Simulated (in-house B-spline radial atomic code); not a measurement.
**In: excited configurations**

Wanted: excitation energies of In as differences of total energies (ΔSCF).

Program: in-house B-spline radial atomic code version 1. Level of theory: scalar-relativistic (spin-free one-electron X2C) B3LYP, spin-polarised, spherical density, exact exchange averaged over the configuration, Fermi nucleus, basis-set limit. These are calculated values, not measurements, unless marked.

## (1) Starting point

```
element       : indium (Z = 49)
charge        : 0
electrons     : 49
configuration : [Kr] 4d10 5s2 5p1
Hamiltonian   : scalar-relativistic (X2C)
nucleus       : Fermi, rms radius 4.616 fm
```

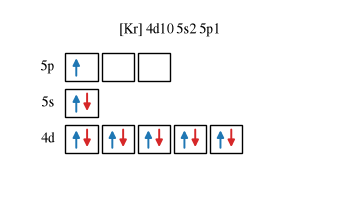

Occupation of the outer shells (arrows by Hund's rule).

Where spins are not typed, each open shell is filled with up spins first.

Settings, as recorded:

```ini
Z = 49
electrons = 49.0
configuration = [Kr] 4d10 5s2 5p1
hamiltonian = x2c
method = b3lyp
spin_polarised = True
nucleus = fermi
rms_radius = 4.6156
mass_number = 115
atomic_mass = 114.903878772
speed_of_light = 137.035999084
exact_exchange = averaged over the configuration
```

The reference is known from an earlier run: -5881.080890 hartree in all. Up to eight levels, counted from the top:

| orbital | occupation | energy (eV) | <r> (bohr) |
| --- | --- | --- | --- |
| 4s down | 1 | -124.54 | 0.8488 |
| 4p up | 3 | -82.042 | 0.9227 |
| 4p down | 3 | -82.013 | 0.9226 |
| 4d up | 5 | -20.509 | 1.183 |
| 4d down | 5 | -20.446 | 1.179 |
| 5s up | 1 | -9.240 | 2.630 |
| 5s down | 1 | -8.650 | 2.621 |
| 5p up | 1 | -3.380 | 3.674 |

## (2) Run with [Kr] 4d10 5s1 5p1 6f1

Changes to the settings of step 1:

```diff
@@ -2,3 +2,3 @@
 electrons = 49.0
-configuration = [Kr] 4d10 5s2 5p1
+configuration = [Kr] 4d10 5s1 5p1 6f1
 hamiltonian = x2c
```

Started as:

```bash
python run_scf.py task.json out
```

The settings of every run stand in task.json; they run in order.

From the run's result record (rounded, not every field):

```text
{
  "status": "converged",
  "iterations": 20,
  "energy [hartree]": {"total": -5880.68191075, "kinetic": 6179.37314616, "nuclear": -14258.6061561, "coulomb": 2359.68029313, "exact_exchange": -31.6567052664, "xc": -129.472488641},
  "orbitals [hartree, bohr; first row names the columns]": [
    ["name", "occ", "eps", "<r>"],
    ["1s up", 1.0, -1021.1908, 0.029144],
    ["1s down", 1.0, -1021.1881, 0.029144],
    ["2s up", 1.0, -153.84348, 0.128],
    ["2s down", 1.0, -153.84214, 0.128],
    ["2p up", 3.0, -138.16049, 0.11191],
    ["2p down", 3.0, -138.15923, 0.11191],
    ["3s up", 1.0, -29.724611, 0.34814],
    ["3s down", 1.0, -29.721627, 0.34815],
    ["3p up", 3.0, -24.55184, 0.34668],
    ["3p down", 3.0, -24.549504, 0.34668],
    ["3d up", 5.0, -16.482828, 0.32421],
    ["3d down", 5.0, -16.481329, 0.32419],
    ["4s up", 1.0, -4.879161, 0.84882],
    ["4s down", 1.0, -4.872709, 0.84903],
    ["4p up", 3.0, -3.3165446, 0.92285],
    ["4p down", 3.0, -3.311452, 0.92167],
    ["4d up", 5.0, -1.0544132, 1.1775],
    ["4d down", 5.0, -1.0437104, 1.1661],
    ["5s up", 1.0, -0.60731077, 2.457],
    ["5p up", 1.0, -0.35493718, 3.0682],
    ["6f up", 1.0, -0.013209431, 40.813]
  ],
  "sum_r [bohr^k]": {"-1": 296.0361, "1": 72.292, "2": 1929.435},
  "energy_minus_base [hartree]": 0.398978858
}
```

Wall time 2.5 s (1 thread, shared host).

energy_minus_base is the energy less that of the reference run.

## (3) [Kr] 4d10 5s1 5p1 6d1

Changes to the settings of step 2:

```diff
@@ -2,3 +2,3 @@
 electrons = 49.0
-configuration = [Kr] 4d10 5s1 5p1 6f1
+configuration = [Kr] 4d10 5s1 5p1 6d1
 hamiltonian = x2c
```

Result record:

```text
{
  "status": "converged",
  "iterations": 12,
  "energy [hartree]": {"total": -5880.70593289, "kinetic": 6179.39487575, "nuclear": -14260.6854755, "coulomb": 2361.73339768, "exact_exchange": -31.6572496858, "xc": -129.49148116},
  "orbitals [hartree, bohr; first row names the columns]": [
    ["name", "occ", "eps", "<r>"],
    ["1s up", 1.0, -1021.1483, 0.029144],
    ["1s down", 1.0, -1021.1456, 0.029144],
    ["2s up", 1.0, -153.80089, 0.128],
    ["2s down", 1.0, -153.79951, 0.128],
    ["2p up", 3.0, -138.11791, 0.11191],
    ["2p down", 3.0, -138.11662, 0.11191],
    ["3s up", 1.0, -29.682042, 0.34814],
    ["3s down", 1.0, -29.679057, 0.34815],
    ["3p up", 3.0, -24.509275, 0.34668],
    ["3p down", 3.0, -24.506934, 0.34668],
    ["3d up", 5.0, -16.440272, 0.32421],
    ["3d down", 5.0, -16.438739, 0.32419],
    ["4s up", 1.0, -4.8367308, 0.84883],
    ["4s down", 1.0, -4.8301912, 0.84904],
    ["4p up", 3.0, -3.274141, 0.92285],
    ["4p down", 3.0, -3.2689585, 0.92168],
    ["4d up", 5.0, -1.0120382, 1.1775],
    ["4d down", 5.0, -1.0013065, 1.1663],
    ["5s up", 1.0, -0.56578741, 2.4635],
    ["5p up", 1.0, -0.31496375, 3.0864],
    ["6d up", 1.0, -0.027228417, 16.462]
  ],
  "sum_r [bohr^k]": {"-1": 296.0785, "1": 47.96689, "2": 347.3935},
  "energy_minus_base [hartree]": 0.374956721
}
```

It took 0.73 s on 1 thread, shared host.

## (4) Run with [Kr] 4d10 4f1 5s1 5p1

Changes to the settings of step 3:

```diff
@@ -2,3 +2,3 @@
 electrons = 49.0
-configuration = [Kr] 4d10 5s1 5p1 6d1
+configuration = [Kr] 4d10 4f1 5s1 5p1
 hamiltonian = x2c
```

Result record:

```text
{
  "status": "converged",
  "iterations": 12,
  "energy [hartree]": {"total": -5880.69783817, "kinetic": 6179.38778002, "nuclear": -14260.1276934, "coulomb": 2361.18229515, "exact_exchange": -31.6567306132, "xc": -129.483489359},
  "orbitals [hartree, bohr; first row names the columns]": [
    ["name", "occ", "eps", "<r>"],
    ["1s up", 1.0, -1021.1597, 0.029144],
    ["1s down", 1.0, -1021.1571, 0.029144],
    ["2s up", 1.0, -153.81244, 0.128],
    ["2s down", 1.0, -153.8111, 0.128],
    ["2p up", 3.0, -138.12945, 0.11191],
    ["2p down", 3.0, -138.12819, 0.11191],
    ["3s up", 1.0, -29.693576, 0.34814],
    ["3s down", 1.0, -29.69059, 0.34815],
    ["3p up", 3.0, -24.520805, 0.34668],
    ["3p down", 3.0, -24.518467, 0.34668],
    ["3d up", 5.0, -16.451793, 0.32421],
    ["3d down", 5.0, -16.450292, 0.32419],
    ["4s up", 1.0, -4.8481334, 0.84883],
    ["4s down", 1.0, -4.8416769, 0.84903],
    ["4p up", 3.0, -3.2855177, 0.92285],
    ["4p down", 3.0, -3.2804206, 0.92167],
    ["4d up", 5.0, -1.0233953, 1.1775],
    ["4d down", 5.0, -1.0126845, 1.1661],
    ["4f up", 1.0, -0.020122243, 17.0],
    ["5s up", 1.0, -0.57637824, 2.4567],
    ["5p up", 1.0, -0.32388856, 3.0621]
  ],
  "sum_r [bohr^k]": {"-1": 296.0672, "1": 48.47233, "2": 357.0966},
  "energy_minus_base [hartree]": 0.383051441
}
```

It took 1.4 s on 1 thread, shared host.

## (5) [Kr] 4d9 5s2 5p1 6s1

Changes to the settings of step 4:

```diff
@@ -2,3 +2,3 @@
 electrons = 49.0
-configuration = [Kr] 4d10 4f1 5s1 5p1
+configuration = [Kr] 4d9 5s2 5p1 6s1
 hamiltonian = x2c
```

Result record:

```text
{
  "status": "converged",
  "iterations": 11,
  "energy [hartree]": {"total": -5880.28401527, "kinetic": 6179.13681135, "nuclear": -14254.2402618, "coulomb": 2355.58806794, "exact_exchange": -31.5139543266, "xc": -129.254678428},
  "orbitals [hartree, bohr; first row names the columns]": [
    ["name", "occ", "eps", "<r>"],
    ["1s up", 1.0, -1021.2929, 0.029144],
    ["1s down", 1.0, -1021.2917, 0.029144],
    ["2s up", 1.0, -153.96618, 0.128],
    ["2s down", 1.0, -153.95508, 0.128],
    ["2p up", 3.0, -138.28137, 0.11191],
    ["2p down", 3.0, -138.27162, 0.1119],
    ["3s up", 1.0, -29.836729, 0.34812],
    ["3s down", 1.0, -29.830327, 0.34809],
    ["3p up", 3.0, -24.664205, 0.34666],
    ["3p down", 3.0, -24.656848, 0.34663],
    ["3d up", 5.0, -16.598708, 0.32414],
    ["3d down", 5.0, -16.587091, 0.32421],
    ["4s up", 1.0, -4.9786624, 0.84518],
    ["4s down", 1.0, -4.9344407, 0.84495],
    ["4p up", 3.0, -3.4067724, 0.9158],
    ["4p down", 3.0, -3.3583713, 0.91574],
    ["4d up", 5.0, -1.1120551, 1.1387],
    ["4d down", 4.0, -1.0754829, 1.1395],
    ["5s up", 1.0, -0.53746921, 2.3744],
    ["5s down", 1.0, -0.49952518, 2.3924],
    ["5p up", 1.0, -0.267531, 3.0257],
    ["6s up", 1.0, -0.074968931, 7.0999]
  ],
  "sum_r [bohr^k]": {"-1": 295.9484, "1": 39.33188, "2": 103.897},
  "energy_minus_base [hartree]": 0.796874336
}
```

Run time: 0.3 s. Hardware: 1 thread, shared host.

## (6) [Kr] 4d9 5s2 5p1 5f1

Changes to the settings of step 5:

```diff
@@ -2,3 +2,3 @@
 electrons = 49.0
-configuration = [Kr] 4d9 5s2 5p1 6s1
+configuration = [Kr] 4d9 5s2 5p1 5f1
 hamiltonian = x2c
```

Result record:

```text
{
  "status": "converged",
  "iterations": 14,
  "energy [hartree]": {"total": -5880.19537186, "kinetic": 6179.0424391, "nuclear": -14248.7189483, "coulomb": 2350.18620978, "exact_exchange": -31.4993348241, "xc": -129.205737609},
  "orbitals [hartree, bohr; first row names the columns]": [
    ["name", "occ", "eps", "<r>"],
    ["1s up", 1.0, -1021.4049, 0.029144],
    ["1s down", 1.0, -1021.4039, 0.029144],
    ["2s up", 1.0, -154.07789, 0.128],
    ["2s down", 1.0, -154.06693, 0.128],
    ["2p up", 3.0, -138.39316, 0.11191],
    ["2p down", 3.0, -138.38345, 0.1119],
    ["3s up", 1.0, -29.94833, 0.34812],
    ["3s down", 1.0, -29.942146, 0.34809],
    ["3p up", 3.0, -24.775895, 0.34666],
    ["3p down", 3.0, -24.768653, 0.34662],
    ["3d up", 5.0, -16.710415, 0.32414],
    ["3d down", 5.0, -16.698887, 0.32421],
    ["4s up", 1.0, -5.0898835, 0.84518],
    ["4s down", 1.0, -5.0461051, 0.84493],
    ["4p up", 3.0, -3.5181139, 0.91571],
    ["4p down", 3.0, -3.4699819, 0.91571],
    ["4d up", 5.0, -1.2230373, 1.1382],
    ["4d down", 4.0, -1.1868996, 1.1391],
    ["5s up", 1.0, -0.64493598, 2.3649],
    ["5s down", 1.0, -0.60768269, 2.3774],
    ["5p up", 1.0, -0.3718058, 2.9351],
    ["5f up", 1.0, -0.016562784, 28.218]
  ],
  "sum_r [bohr^k]": {"-1": 295.8357, "1": 60.33003, "2": 935.6371},
  "energy_minus_base [hartree]": 0.885517748
}
```

It took 1.6 s on 1 thread, shared host.

## (7) Run with [Ar] 3d10 4s2 4p5 4d10 5s2 5p2

Changes to the settings of step 6:

```diff
@@ -2,3 +2,3 @@
 electrons = 49.0
-configuration = [Kr] 4d9 5s2 5p1 5f1
+configuration = [Ar] 3d10 4s2 4p5 4d10 5s2 5p2
 hamiltonian = x2c
```

Result record:

```text
{
  "status": "converged",
  "iterations": 10,
  "energy [hartree]": {"total": -5878.15627087, "kinetic": 6176.75606302, "nuclear": -14253.1382127, "coulomb": 2358.91367266, "exact_exchange": -31.4354369187, "xc": -129.252356913},
  "orbitals [hartree, bohr; first row names the columns]": [
    ["name", "occ", "eps", "<r>"],
    ["1s up", 1.0, -1021.3084, 0.029144],
    ["1s down", 1.0, -1021.2945, 0.029143],
    ["2s up", 1.0, -153.91934, 0.128],
    ["2s down", 1.0, -153.91043, 0.128],
    ["2p up", 3.0, -138.2428, 0.1119],
    ["2p down", 3.0, -138.22838, 0.1119],
    ["3s up", 1.0, -29.788229, 0.34808],
    ["3s down", 1.0, -29.772691, 0.34806],
    ["3p up", 3.0, -24.61661, 0.3466],
    ["3p down", 3.0, -24.597302, 0.34668],
    ["3d up", 5.0, -16.547286, 0.3241],
    ["3d down", 5.0, -16.532136, 0.32401],
    ["4s up", 1.0, -4.8979314, 0.84263],
    ["4s down", 1.0, -4.811571, 0.84381],
    ["4p up", 3.0, -3.320059, 0.91171],
    ["4p down", 2.0, -3.2612331, 0.91374],
    ["4d up", 5.0, -1.0101748, 1.1299],
    ["4d down", 5.0, -0.95739107, 1.1354],
    ["5s up", 1.0, -0.43375522, 2.4522],
    ["5s down", 1.0, -0.38108541, 2.453],
    ["5p up", 2.0, -0.17515765, 3.2256]
  ],
  "sum_r [bohr^k]": {"-1": 295.926, "1": 35.93375, "2": 62.06203},
  "energy_minus_base [hartree]": 2.92461874
}
```

Wall time 0.28 s (1 thread, shared host).

## (8) The excitation energies

| net move | configuration | 2|M_S|+1 | energy above the reference (eV) | largest <r> (bohr) |
| --- | --- | --- | --- | --- |
| 5s → 6d | [Kr] 4d10 5s1 5p1 6d1 | 4 | 10.203 | 16.5 |
| 5s → 4f | [Kr] 4d10 4f1 5s1 5p1 | 4 | 10.423 | 17.0 |
| 5s → 6f | [Kr] 4d10 5s1 5p1 6f1 | 4 | 10.857 | 40.8 |
| 4d → 6s | [Kr] 4d9 5s2 5p1 6s1 | 4 | 21.684 | 7.10 |
| 4d → 5f | [Kr] 4d9 5s2 5p1 5f1 | 4 | 24.096 | 28.2 |
| 4p → 5p | [Ar] 3d10 4s2 4p5 4d10 5s2 5p2 | 4 | 79.583 | 3.23 |

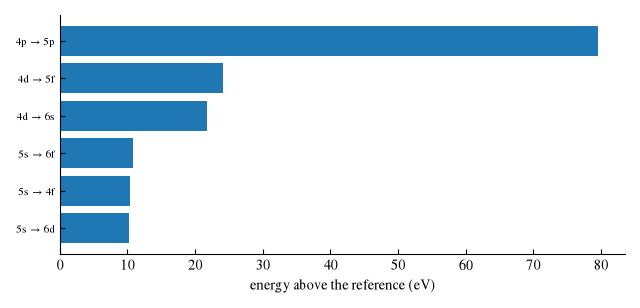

The configurations in order of energy, labelled by the net move of electrons.

The lowest of them is 5s → 6d at 10.203 eV and the highest 4p → 5p at 79.583 eV. 6 of them lie more than 60 % above minus the reference's highest level (3.380 eV), in the range where a state can decay by emitting an electron. The reference has 2|M_S|+1 = 2; 6 of the configurations differ from it in spin. These are spherical averages at the typed spins, not spectroscopic levels.
